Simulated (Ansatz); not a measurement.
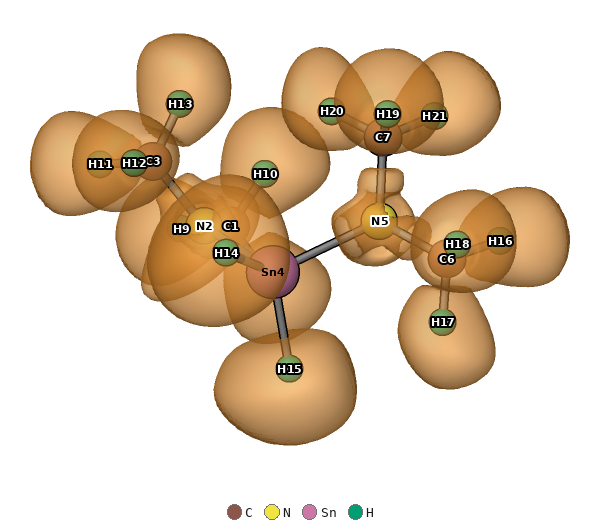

C4H14N2Sn (SMILES C[N](C)[SnH2][N](C)C). Isosurface of the electron localisation function at 0.75 (orange), seen at a tilt. Core shells and regions of very low density are left out.

Geometry: PBE0-D4/def2-TZVP; core potentials replace the inner electrons of Sn.

Method: RKS PBE0-D4/def2-TZVPP in Ansatz 0.2.0.

```yaml
atoms:
  - { symbol: C, position_ang: [-0.9534, -1.9901, 0.8713] }
  - { symbol: N, position_ang: [-0.3925, -1.6809, -0.4190] }
  - { symbol: C, position_ang: [0.8083, -2.4217, -0.7043] }
  - { symbol: Sn, position_ang: [-0.6817, 0.1528, -1.1974] }
  - { symbol: N, position_ang: [-0.1020, 1.4907, 0.2128] }
  - { symbol: C, position_ang: [-0.5761, 2.8484, 0.1514] }
  - { symbol: C, position_ang: [1.2396, 1.3859, 0.7261] }
  - { symbol: H, position_ang: [-1.8858, -1.4435, 1.0343] }
  - { symbol: H, position_ang: [-1.1847, -3.0623, 0.9410] }
  - { symbol: H, position_ang: [-0.2789, -1.7470, 1.7088] }
  - { symbol: H, position_ang: [0.6018, -3.5013, -0.7128] }
  - { symbol: H, position_ang: [1.2041, -2.1589, -1.6885] }
  - { symbol: H, position_ang: [1.6104, -2.2546, 0.0350] }
  - { symbol: H, position_ang: [0.2530, 0.1797, -2.6360] }
  - { symbol: H, position_ang: [-2.3461, 0.4572, -1.4155] }
  - { symbol: H, position_ang: [-0.5780, 3.2982, 1.1544] }
  - { symbol: H, position_ang: [-1.6044, 2.8831, -0.2199] }
  - { symbol: H, position_ang: [0.0361, 3.5034, -0.4924] }
  - { symbol: H, position_ang: [1.9899, 1.9207, 0.1183] }
  - { symbol: H, position_ang: [1.5464, 0.3381, 0.7905] }
  - { symbol: H, position_ang: [1.2940, 1.8021, 1.7419] }
```

> Identify the bonds, lone pairs and shells in this picture.

At this value the surface marks out 14 regions around hydrogen nuclei and two regions on N in which the atom's valence shell and bonds are merged. Profiles from the grid: C–N (1.44 Å): the ELF peaks at about 0.90 between the atoms: a shared electron pair. Sn–N (2.01 Å): the ELF peaks at about 0.85 in the valence shell of N, 0.7 Å from its nucleus, and drops to about 0.20 between the two atoms.
